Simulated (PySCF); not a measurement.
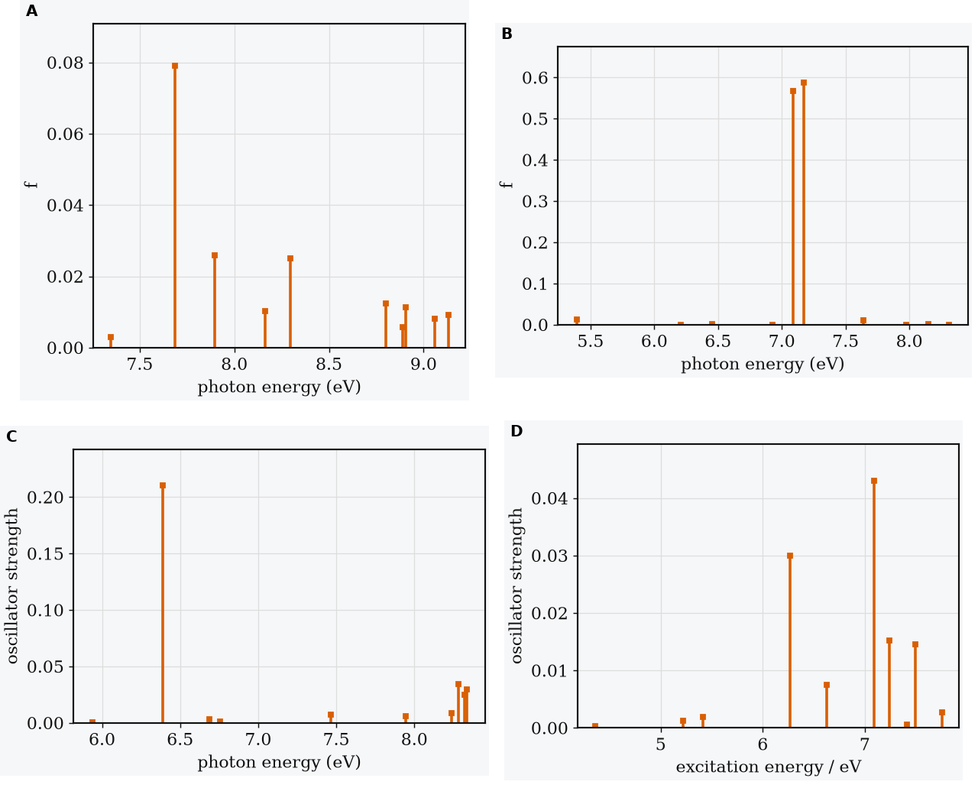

Vertical TDDFT excitations, CAM-B3LYP/def2-SVPD with PySCF, at a PBE0-D3(BJ)/def2-SVP geometry (no frequency check), gas phase. Each panel shows the lowest singlet states that were computed.

**Pair each panel with its molecule.**
1. C₆H₂F₄, SMILES Fc1cc(F)c(F)c(F)c1
2. C₄H₆OS (tetrahydrothiophen-3-one), SMILES O=C1CCSC1
3. C₃H₃BrF₂, SMILES C=C(Br)C(F)F
4. C₅H₇F₃O₂, SMILES FC(F)(F)[C@H]1COCCO1

A: 4 (S1 at 7.35 eV, brightest at 7.69 eV)
B: 1 (S1 at 5.39 eV, brightest at 7.17 eV)
C: 3 (S1 at 5.94 eV, brightest at 6.39 eV)
D: 2 (S1 at 4.36 eV, brightest at 7.09 eV)

Limits of at least one run: core orbitals are frozen in the response; one conformer of a flexible molecule; spin-orbit coupling is left out, and with Br it can shift these levels and split any degenerate set; states above the negative HOMO energy depend on the basis.
